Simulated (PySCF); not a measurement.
Molecule: C5H13FGeSi, SMILES [CH3][Ge]([CH3])([CH3])/[CH]=C/[SiH2]F. Atoms near the plane z = 0.8 Å, at the GFN2-xTB optimised geometry (x, y, z in Å): Si1 (-1.5, 2.3, 0.9), C3 (-0.8, 0.5, 1.0), C4 (-0.1, -0.1, 0.0), Ge5 (0.5, -1.9, 0.0), C6 (-0.1, -2.9, 1.6), C8 (2.5, -1.9, 0.0), H10 (-2.9, 2.4, 0.9), H11 (-1.1, -0.1, 1.8), H13 (0.2, -3.9, 1.6), H14 (-1.2, -2.9, 1.6), H19 (2.9, -1.5, 0.9), H21 (2.9, -2.9, 0.0).

Level of theory: B3LYP/def2-SVP (PySCF). Cells within 0.4 Å of a nucleus heavier than hydrogen are left out (blank, or x). The values are rescaled to run from 0 to 1.

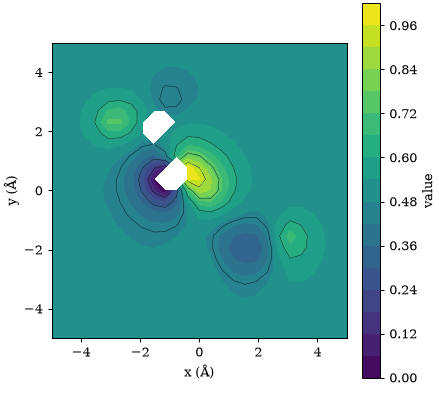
Figure: a field on the plane z = 0.8 Å.

Question: Which quantity is mapped?
A) electron localisation function
B) electrostatic potential
C) an orbital amplitude
D) deformation density (molecule minus spherical neutral atoms)

Answer: C, an orbital amplitude. In full: HOMO amplitude (bohr^(-3/2)).
